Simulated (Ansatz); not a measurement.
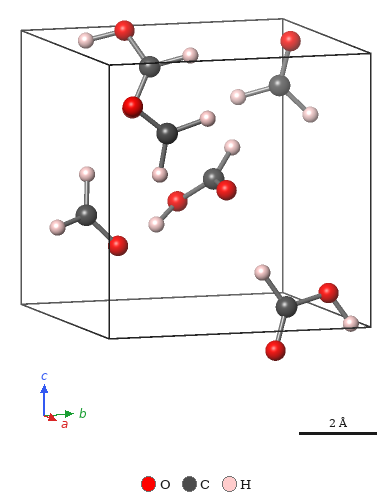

Starting frame of a dynamics run of a periodic cell with 3 H2CO + 3 HCOOH at 1.018 g/cm³. The picture is a ball-and-stick view of the simulation cell, seen slightly off an axis.

Theory: DFT LDA, scalar-relativistic, plane waves, PAW in Ansatz 0.2.0.

Input
```yaml
accuracy: low
crystal:
  lattice:
    - [7.191966, 0.0, 0.0]
    - [0.0, 7.191966, 0.0]
    - [0.0, 0.0, 7.191966]
  atoms:
    - { symbol: O, position: [0.2555058, 0.93806404, 0.94993362] }
    - { symbol: C, position: [0.23328419, 0.90330225, 0.78649534] }
    - { symbol: H, position: [0.26061682, 1.01197937, 0.67904728] }
    - { symbol: H, position: [0.18184246, 0.76261631, 0.74343741] }
    - { symbol: O, position: [0.91483366, 0.11433209, 0.8288929] }
    - { symbol: C, position: [0.90818828, 0.2471838, 0.72415241] }
    - { symbol: H, position: [0.93115279, 0.39434894, 0.77497516] }
    - { symbol: H, position: [0.8817502, 0.2282471, 0.57155741] }
    - { symbol: O, position: [0.61832897, 1.15688639, 0.28111198] }
    - { symbol: C, position: [0.6209371, 1.03532445, 0.39841094] }
    - { symbol: H, position: [0.69223751, 0.90125845, 0.36795456] }
    - { symbol: H, position: [0.55828808, 1.05899172, 0.5389082] }
    - { symbol: O, position: [0.3470934, 0.27277346, 1.02810159] }
    - { symbol: C, position: [0.47225854, 0.3273978, 0.90942331] }
    - { symbol: O, position: [0.51501375, 0.24669087, 0.76675685] }
    - { symbol: H, position: [0.30397894, 0.14000973, 0.99192485] }
    - { symbol: H, position: [0.5392245, 0.46000324, 0.95336247] }
    - { symbol: O, position: [0.8712445, 0.87579457, 0.1102619] }
    - { symbol: C, position: [0.91552259, 0.70073814, 0.07238262] }
    - { symbol: O, position: [0.96047526, 0.64351479, -0.079086] }
    - { symbol: H, position: [0.88677376, 0.95592961, -0.0032664] }
    - { symbol: H, position: [0.9024819, 0.6129787, 0.19975959] }
    - { symbol: O, position: [0.44241127, 0.44349321, 0.40929263] }
    - { symbol: C, position: [0.56591794, 0.53965094, 0.50267108] }
    - { symbol: O, position: [0.73322441, 0.53294324, 0.48291338] }
    - { symbol: H, position: [0.50975021, 0.34003016, 0.33773212] }
    - { symbol: H, position: [0.49669535, 0.63416112, 0.60523671] }
basis:
  ecutwfc: 420.0
kpoints:
  mp_grid: { grid: [1, 1, 1] }
hamiltonian:
  xc: lda
scf:
  occupations: { method: fermi_dirac, width: 0.02 }
  lower_state_search: "off"
md:
  timestep: 0.5
  n_steps: 300
  ensemble: nvt_langevin
  temperature: 400.0
  initial_velocities: maxwell_boltzmann
  seed: 699327
  friction: 0.02
```

Run as
```bash
ansatz run input.yaml --threads 1 --pin off --max-ram 3072MiB --backend cpu --events-out ev --progress --plain --runs-dir out
```

Question: Predict how the run goes.

Answer: The mean temperature in the second half is 383 K (standard deviation 47 K). The potential energy is still drifting at the end, so the run hasn't reached equilibrium. The potential energy in the second half lies on average 36.1 meV per atom above the first frame. Root-mean-square distances from the starting positions over the second half, with the common drift of all atoms taken out: H 0.96 Å, C 0.62 Å, O 0.39 Å. The heavy atoms stay within a fraction of a molecule's size of their starting places; so short a run doesn't tell a liquid from a solid.

Along the run (each row but the first and the last is the mean over the interval that it begins):

| time (fs) | potential energy (meV/atom) | T (K) |
| --- | --- | --- |
| 0.0 | 0.0 | 385 |
| 15.0 | 16.4 | 255 |
| 30.0 | 24.8 | 323 |
| 45.0 | 25.2 | 359 |
| 60.0 | 31.6 | 403 |
| 75.0 | 29.6 | 412 |
| 90.0 | 33.1 | 334 |
| 105.0 | 40.1 | 373 |
| 120.0 | 39.5 | 420 |
| 135.0 | 38.3 | 378 |
| 150.0 | 39.1 | 340 |

The paths of the atoms:

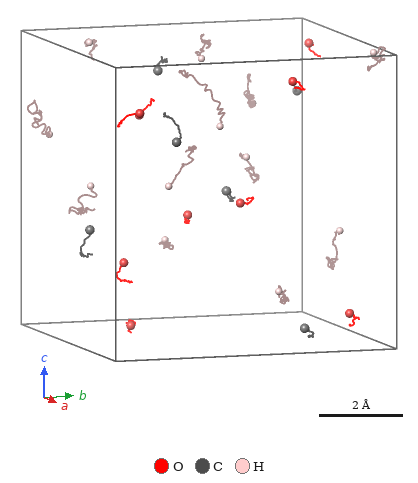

Limits of the set-up: the program's low-accuracy preset was used; the periodic images lie only 7.2 Å apart, so the values are limited by the cell's size.
